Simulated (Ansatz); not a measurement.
# SiBr7: the cost of one run

Program: Ansatz 0.2.0. Level of theory: DFT PBE, scalar-relativistic, plane waves, PAW. These are calculated values, not measurements.

### 1 The structure to begin with

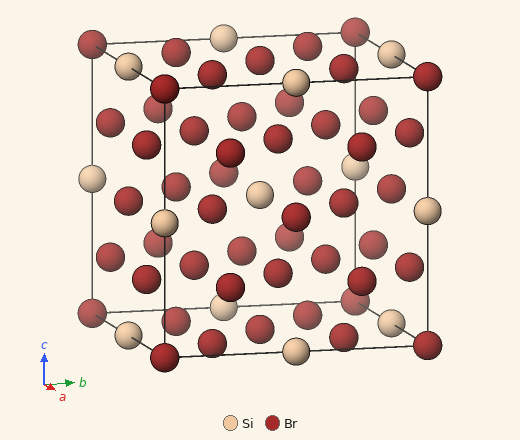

Start, viewed slightly off an axis; silicon light orange, bromine red. Atoms on the faces are drawn again on the opposite ones. The cell drawn here is the conventional one.

Structure file:

```xyz
8
Lattice="0.0000 4.9502 4.9502 4.9502 0.0000 4.9502 4.9502 4.9502 0.0000" Properties=species:S:1:pos:R:3 pbc="T T T"
Si    4.9502    4.9502    4.9502
Br    0.0000    0.0000    0.0000
Br    2.4751    0.0000    2.4751
Br    0.0000    2.4751    2.4751
Br    4.9502    2.4751    2.4751
Br    2.4751    4.9502    2.4751
Br    2.4751    2.4751    0.0000
Br    2.4751    2.4751    4.9502
```

The cell is invented: species swapped into a database cell of CuPt7 (Fm-3m, No. 225), with Si on the Cu sites and Br on the Pt sites. The dimensions are guesses.

### 2 Probe: one point on a coarse mesh

Input file input.yaml:

```yaml
crystal:
  lattice:
    - [0.0, 4.95016131, 4.95016131]
    - [4.95016131, 0.0, 4.95016131]
    - [4.95016131, 4.95016131, 0.0]
  atoms:
    - { symbol: Si, position: [0.5, 0.5, 0.5] }
    - { symbol: Br, position: [0.0, 0.0, 0.0] }
    - { symbol: Br, position: [0.0, 0.5, 0.0] }
    - { symbol: Br, position: [0.5, 0.0, 0.0] }
    - { symbol: Br, position: [0.0, 0.5, 0.5] }
    - { symbol: Br, position: [0.5, 0.0, 0.5] }
    - { symbol: Br, position: [0.0, 0.0, 0.5] }
    - { symbol: Br, position: [0.5, 0.5, 0.0] }
basis:
  ecutwfc: 420
kpoints:
  mp_grid: { grid: [4, 4, 4] }
hamiltonian:
  xc: pbe
scf:
  occupations: { method: gaussian, width: 0.1 }
  lower_state_search: "off"
output:
  forces: true
  stress: true
  eigenvalues: true
```

Run with:

```sh
$ ansatz run input.yaml --threads 1 --pin off --max-ram 2048MiB --backend cpu --events-out ev --progress --plain --runs-dir out
```

**Question.** How long does this run take on 1 thread of Arm Neoverse N1, shared host, and how much memory does it need?

About 8.4 s, with a peak of 0.47 GiB.
